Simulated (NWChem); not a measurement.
**A workflow on GaH3N2**

We compute the energy (singlet GaH3N2, r2SCAN-D3(BJ)/cc-pVDZ), then the energy (singlet N2, r2SCAN-D3(BJ)/cc-pVDZ), then a single-point energy (singlet GaH3, r2SCAN-D3(BJ)/cc-pVDZ), then the energy (singlet N2, r2SCAN-D3(BJ)/cc-pVDZ), then a single-point energy (singlet GaH3, r2SCAN-D3(BJ)/cc-pVDZ) of GaH3N2 and its partners. 

Program for the calculation: NWChem 7.3.0.

## (1) Starting point

The species is GaH3N2 (6 atoms), typed as a singlet with charge 0.

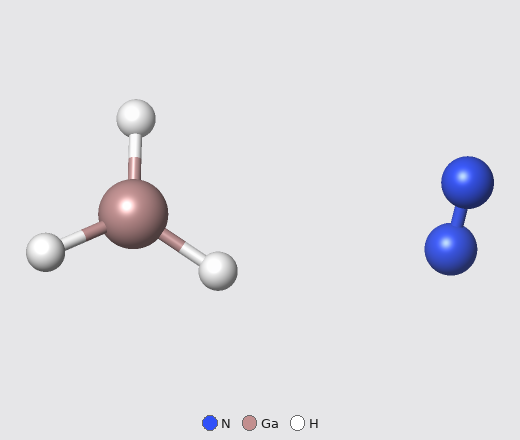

The structure, seen from a chosen angle (nitrogen blue, gallium pink, hydrogen white).

## (2) The energy at r2SCAN-D3(BJ)/cc-pVDZ (pair key 9838bc982f, separation 1.3) (run 1)

m1.nw reads:

```
START m1
TITLE "GaH3N2 energy"
memory stack 880 mb heap 220 mb global 1100 mb

GEOMETRY units angstrom noautosym nocenter noautoz
   N        0.465500      -0.150300       0.239800
   N       -0.465500       0.150300      -0.239800
   Ga      -0.615440       4.706960       1.570810
   H       -1.291780       3.444680       0.931100
   H        0.938480       4.897060       1.475490
   H       -1.492770       5.777720       2.308040
END

BASIS spherical bse
   * library cc-pVDZ
END

DFT
   xc r2scan
   mult 1
   disp vdw 4
   grid fine
   convergence energy 1e-08
   iterations 100
   mulliken
   noprint "final vectors analysis"
END

TASK dft
```

The run is started by

```bash
$ nwchem m1.nw > m1.out
```

Standard output:

```text
Northwest Computational Chemistry Package (NWChem) 7.3.0
             --------------------------------------------------------

           Job information
           ---------------

    nwchem branch   = 7.3.0
    use scalapack   = T
    input           = m1.nw
    prefix          = m1.
    data base       = ./m1.db
    status          = startup
    nproc           =        1

           Memory information
           ------------------

    heap     =     28835840 doubles =      220.0 Mbytes
    stack    =    115343357 doubles =      880.0 Mbytes
    global   =    144179200 doubles =     1100.0 Mbytes (distinct from heap & stack)
    total    =    288358397 doubles =     2200.0 Mbytes
    verify   = yes
    hardfail = no

[... 38 lines left out ...]
            Nuclear Dipole moment (a.u.)
[... 92 lines left out ...]
          Convergence on energy requested:  1.00D-08
[... 21 lines left out ...]
          Spatial weights used:  Erf1
[... 4 lines left out ...]
          total energy or number of iterations.
[... 38 lines left out ...]
 2-e energy   =     903.440509
[... 39 lines left out ...]
      One electron energy =    -3043.352567705674
[... 2 lines left out ...]
 Nuclear repulsion energy =      105.977553906227
[... 33 lines left out ...]
 center of mass
 --------------
 x =  -0.83714755 y =   6.40261569 z =   2.13673636

 moments of inertia (a.u.)
 ------------------
        1794.054722660901         214.784133699858          59.736069893049
         214.784133699858         248.895885920112        -534.359292102749
          59.736069893049        -534.359292102749        1669.249781688520

     Multipole analysis of the density
     ---------------------------------

     L   x y z        total         alpha         beta         nuclear
     -   - - -        -----         -----         ----         -------
     0   0 0 0     -0.000000    -24.000000    -24.000000     48.000000

     1   1 0 0     -0.005716     19.768126     19.768126    -39.541968
[... 8 lines of this table left out ...]
     2   0 0 2    -20.440927   -163.181448   -163.181448    305.921970

 Task  times  cpu:       36.2s     wall:       36.2s
 Total times  cpu:       36.2s     wall:       36.2s
```

Run time: 37 s. Hardware: 1 thread of Intel Xeon Platinum 8259CL at 2.50GHz (Skylake/Cascade Lake), shared host; peak memory 0.12 GiB.

## (3) N2: a single-point energy at r2SCAN-D3(BJ)/cc-pVDZ (pair key 9838bc982f, separation 1.3) (run 2)

n2.nw reads:

```
start n2
title "N2 energy"
memory stack 880 mb heap 220 mb global 1100 mb
charge 0
geometry noautosym nocenter noautoz
  N        0.465500      -0.150300       0.239800
  N       -0.465500       0.150300      -0.239800
end
basis "ao basis" spherical bse
  * library cc-pVDZ
end
dft
  xc r2scan
  mult 1
  disp vdw 4
  grid fine
  convergence energy 1e-08
  iterations 100
  mulliken
  print low
end
task dft energy
```

The run is started by

```bash
$ nwchem n2.nw > n2.out
```

Standard output:

```text
Northwest Computational Chemistry Package (NWChem) 7.3.0
             --------------------------------------------------------

           Job information
           ---------------

    nwchem branch   = 7.3.0
    use scalapack   = T
    input           = n2.nw
    prefix          = n2.
    data base       = ./n2.db
    status          = startup
    nproc           =        1

           Memory information
           ------------------

    heap     =     28835840 doubles =      220.0 Mbytes
    stack    =    115343357 doubles =      880.0 Mbytes
    global   =    144179200 doubles =     1100.0 Mbytes (distinct from heap & stack)
    total    =    288358397 doubles =     2200.0 Mbytes
    verify   = yes
    hardfail = no

[... 32 lines left out ...]
            Nuclear Dipole moment (a.u.)
[... 60 lines left out ...]
   convergence    iter        energy       DeltaE   RMS-Dens  Diis-err    time
[... 7 lines left out ...]
         Total DFT energy =     -109.474997604897
      One electron energy =     -194.886475921391
           Coulomb energy =       75.277801611926
    Exchange-Corr. energy =      -13.664564005522
 Nuclear repulsion energy =       23.798343493223
[... 1 line left out ...]
    Dispersion correction =       -0.000102783133

 Numeric. integr. density =       14.000000002427

     Total iterative time =      1.2s

     ---------------------------------------------
      Total Density - Mulliken Population Analysis
     ---------------------------------------------

    Atom       Charge   Shell Charges
 -----------   ------   -------------------------------------------------------
    1 N    7     7.00   2.01  0.85  0.92  2.20  0.97  0.05
    2 N    7     7.00   2.01  0.85  0.92  2.20  0.97  0.05

     -------------------------------------------
      Total Density - Lowdin Population Analysis
     -------------------------------------------

    Atom       Charge   Shell Charges
 -----------   ------   -------------------------------------------------------
    1 N    7     7.00   1.89  0.82  0.77  2.06  1.34  0.11
    2 N    7     7.00   1.89  0.82  0.77  2.06  1.34  0.11

 Task  times  cpu:        1.4s     wall:        1.4s
 Total times  cpu:        1.4s     wall:        1.4s
```

Run time: 2 s. Hardware: 1 thread of Intel Xeon Platinum 8259CL at 2.50GHz (Skylake/Cascade Lake), shared host; peak memory 0.11 GiB.

## (4) GaH3: the energy at r2SCAN-D3(BJ)/cc-pVDZ (pair key 9838bc982f, separation 1.3) (run 3)

gah3.nw reads:

```
echo
start gah3
memory 2200 mb

geometry units bohr noautosym nocenter noautoz
   Ga    -1.16301305     8.89486528     2.96840069
   H     -2.44111041     6.50950179     1.75952399
   H      1.77347017     9.25410222     2.78827200
   H     -2.82092647    10.91830842     4.36156348
end

basis spherical bse
   * library cc-pVDZ
end

dft
   xc r2scan
   disp vdw 4
   grid fine
   convergence energy 1e-08
   iterations 100
   mulliken
   print low
end

task dft
```

The run is started by

```bash
$ nwchem gah3.nw > gah3.out
```

Standard output:

```text
============================== echo of input deck ==============================
echo
start gah3
memory 2200 mb

geometry units bohr noautosym nocenter noautoz
   Ga    -1.16301305     8.89486528     2.96840069
   H     -2.44111041     6.50950179     1.75952399
   H      1.77347017     9.25410222     2.78827200
   H     -2.82092647    10.91830842     4.36156348
end

basis spherical bse
   * library cc-pVDZ
end

dft
   xc r2scan
   disp vdw 4
   grid fine
   convergence energy 1e-08
   iterations 100
   mulliken
   print low
end

task dft
================================================================================

             Northwest Computational Chemistry Package (NWChem) 7.3.0
             --------------------------------------------------------

[... 19 lines left out ...]
    hardfail = no
[... 30 lines left out ...]
            Nuclear Dipole moment (a.u.)
[... 77 lines left out ...]
   convergence    iter        energy       DeltaE   RMS-Dens  Diis-err    time
[... 9 lines left out ...]
         Total DFT energy =    -1926.566435452659
      One electron energy =    -2748.028725066672
           Coulomb energy =      865.553876783738
    Exchange-Corr. energy =      -76.053821735765
 Nuclear repulsion energy =       31.962506323227
[... 7 lines left out ...]
     ---------------------------------------------
      Total Density - Mulliken Population Analysis
     ---------------------------------------------

    Atom       Charge   Shell Charges
 -----------   ------   -------------------------------------------------------
    1 Ga  31    30.75   2.00  2.00  2.01  0.92  0.33  6.00  6.00  1.05  0.40  9.87  0.17
    2 H    1     1.08   0.69  0.38  0.01
    3 H    1     1.08   0.69  0.38  0.01
    4 H    1     1.08   0.69  0.38  0.01

     -------------------------------------------
      Total Density - Lowdin Population Analysis
     -------------------------------------------

    Atom       Charge   Shell Charges
 -----------   ------   -------------------------------------------------------
    1 Ga  31    30.76   2.00  1.99  1.85  0.76  0.44  6.00  5.91  1.06  0.64  9.74  0.36
    2 H    1     1.08   0.59  0.46  0.03
    3 H    1     1.08   0.59  0.46  0.03
    4 H    1     1.08   0.59  0.46  0.03

 Task  times  cpu:       25.3s     wall:       25.3s
 Total times  cpu:       25.3s     wall:       25.3s
```

Run time: 26 s. Hardware: 1 thread of Intel Xeon Platinum 8259CL at 2.50GHz (Skylake/Cascade Lake), shared host; peak memory 0.12 GiB.

## (5) N2 among ghost functions: a single-point energy at r2SCAN-D3(BJ)/cc-pVDZ (pair key 9838bc982f, separation 1.3, with ghost functions) (run 4)

test.nw reads:

```
start test
title "N2 energy"
memory total 2200 mb
charge 0
geometry units bohr noautosym nocenter noautoz
  N    0.87966751  -0.28402584   0.45315632
  N   -0.87966751   0.28402584  -0.45315632
  bqGa    -1.163013     8.894865     2.968401
  bqH     -2.441110     6.509502     1.759524
  bqH      1.773470     9.254102     2.788272
  bqH     -2.820926    10.918308     4.361563
end
basis spherical bse
  N library cc-pVDZ
  bqGa library Ga cc-pVDZ
  bqH library H cc-pVDZ
end
dft
  xc r2scan
  disp vdw 4
  grid fine
  convergence energy 1e-08
  maxiter 100
  mulliken
  print low
end
task dft energy
```

The run is started by

```bash
$ nwchem test.nw > test.out
```

Standard output:

```text
Northwest Computational Chemistry Package (NWChem) 7.3.0
             --------------------------------------------------------

           Job information
           ---------------

    nwchem branch   = 7.3.0
    use scalapack   = T
    input           = test.nw
    prefix          = test.
    data base       = ./test.db
    status          = startup
    nproc           =        1

           Memory information
           ------------------

    heap     =     72089594 doubles =      550.0 Mbytes
    stack    =     72089599 doubles =      550.0 Mbytes
    global   =    144179200 doubles =     1100.0 Mbytes (distinct from heap & stack)
    total    =    288358393 doubles =     2200.0 Mbytes
    verify   = yes
    hardfail = no

[... 33 lines left out ...]
            Nuclear Dipole moment (a.u.)
[... 91 lines left out ...]
   convergence    iter        energy       DeltaE   RMS-Dens  Diis-err    time
[... 9 lines left out ...]
         Total DFT energy =     -109.475273950549
      One electron energy =     -194.878955221621
           Coulomb energy =       75.268843879365
    Exchange-Corr. energy =      -13.663401650653
 Nuclear repulsion energy =       23.798341825492
[... 20 lines left out ...]
     -------------------------------------------
      Total Density - Lowdin Population Analysis
     -------------------------------------------

    Atom       Charge   Shell Charges
 -----------   ------   -------------------------------------------------------
    1 N    7     7.00   1.89  0.82  0.77  2.06  1.34  0.11
    2 N    7     7.00   1.89  0.82  0.77  2.06  1.34  0.11
    3 X    0     0.00   0.00  0.00  0.00  0.00  0.00  0.00  0.00  0.00  0.00  0.00  0.00
    4 X    0     0.00   0.00  0.00  0.00
    5 X    0     0.00   0.00  0.00  0.00
    6 X    0     0.00   0.00  0.00  0.00

 Task  times  cpu:       33.9s     wall:       33.9s
 Total times  cpu:       34.0s     wall:       34.0s
```

Run time: 35 s. Hardware: 1 thread of Intel Xeon Platinum 8259CL at 2.50GHz (Skylake/Cascade Lake), shared host; peak memory 0.12 GiB.

## (6) GaH3 among ghost functions: a single-point energy at r2SCAN-D3(BJ)/cc-pVDZ (pair key 9838bc982f, separation 1.3, with ghost functions) (run 5)

gah3.nw reads:

```
start gah3
title "GaH3"
memory total 2200 mb
charge 0
geometry units angstrom noautosym nocenter noautoz
  Ga    -0.615440     4.706960     1.570810
  H     -1.291780     3.444680     0.931100
  H      0.938480     4.897060     1.475490
  H     -1.492770     5.777720     2.308040
  bqN      0.465500    -0.150300     0.239800
  bqN     -0.465500     0.150300    -0.239800
end
basis "ao basis" spherical bse
  Ga library cc-pVDZ
  H library cc-pVDZ
  bqN library N cc-pVDZ
end
dft
  xc r2scan
  disp vdw 4
  grid fine
  convergence energy 1e-08
  iterations 100
  mulliken
  print low
end
task dft
```

The run is started by

```bash
$ nwchem gah3.nw > gah3.out
```

Standard output:

```text
Northwest Computational Chemistry Package (NWChem) 7.3.0
             --------------------------------------------------------

           Job information
           ---------------

    nwchem branch   = 7.3.0
    use scalapack   = T
    input           = gah3.nw
    prefix          = gah3.
    data base       = ./gah3.db
    status          = startup
    nproc           =        1

           Memory information
           ------------------

    heap     =     72089594 doubles =      550.0 Mbytes
    stack    =     72089599 doubles =      550.0 Mbytes
    global   =    144179200 doubles =     1100.0 Mbytes (distinct from heap & stack)
    total    =    288358393 doubles =     2200.0 Mbytes
    verify   = yes
    hardfail = no

[... 37 lines left out ...]
            Nuclear Dipole moment (a.u.)
[... 79 lines left out ...]
   convergence    iter        energy       DeltaE   RMS-Dens  Diis-err    time
[... 9 lines left out ...]
         Total DFT energy =    -1926.566434075857
      One electron energy =    -2748.028170606762
           Coulomb energy =      865.553285289950
    Exchange-Corr. energy =      -76.053785594914
 Nuclear repulsion energy =       31.962508593058
[... 20 lines left out ...]
     -------------------------------------------
      Total Density - Lowdin Population Analysis
     -------------------------------------------

    Atom       Charge   Shell Charges
 -----------   ------   -------------------------------------------------------
    1 Ga  31    30.76   2.00  1.99  1.85  0.76  0.44  6.00  5.91  1.06  0.64  9.74  0.36
    2 H    1     1.08   0.59  0.46  0.03
    3 H    1     1.08   0.59  0.46  0.03
    4 H    1     1.08   0.59  0.46  0.03
    5 X    0     0.00   0.00  0.00  0.00  0.00  0.00  0.00
    6 X    0     0.00   0.00  0.00  0.00  0.00  0.00  0.00

 Task  times  cpu:       35.8s     wall:       35.8s
 Total times  cpu:       35.8s     wall:       35.8s
```

Run time: 37 s. Hardware: 1 thread of Intel Xeon Platinum 8259CL at 2.50GHz (Skylake/Cascade Lake), shared host; peak memory 0.12 GiB.

## (7) Results

| quantity | value |
| --- | --- |
| run 1, r2SCAN-D3(BJ)/cc-pVDZ: total energy | -2036.04195 Eh |
| run 1, r2SCAN-D3(BJ)/cc-pVDZ: dipole moment | 0.02 D |
| run 1, r2SCAN-D3(BJ)/cc-pVDZ: dispersion energy | -1.53 kJ/mol |
| N2: total energy | -109.47500 Eh |
| N2: dispersion energy | -0.27 kJ/mol |
| GaH3: total energy | -1926.56644 Eh |
| GaH3: dispersion energy | -0.71 kJ/mol |
| N2 among ghost functions: total energy | -109.47527 Eh |
| N2 among ghost functions: dispersion energy | -0.27 kJ/mol |
| GaH3 among ghost functions: total energy | -1926.56643 Eh |
| GaH3 among ghost functions: dispersion energy | -0.71 kJ/mol |
| interaction energy of the rigid parts N2 and GaH3 (parts in their own basis) | -0.014 eV |
| interaction energy of the rigid parts N2 and GaH3 (parts in the whole basis, counterpoise) | -0.007 eV |

In words: The interaction energy of the rigid parts N2 and GaH3 (parts in their own basis) is −0.01 eV (−0.3 kcal/mol): the parts attract. The interaction energy of the rigid parts N2 and GaH3 (parts in the whole basis, counterpoise) is −0.01 eV (−0.2 kcal/mol): the parts attract. The basis-set superposition error is 0.7 kJ/mol.
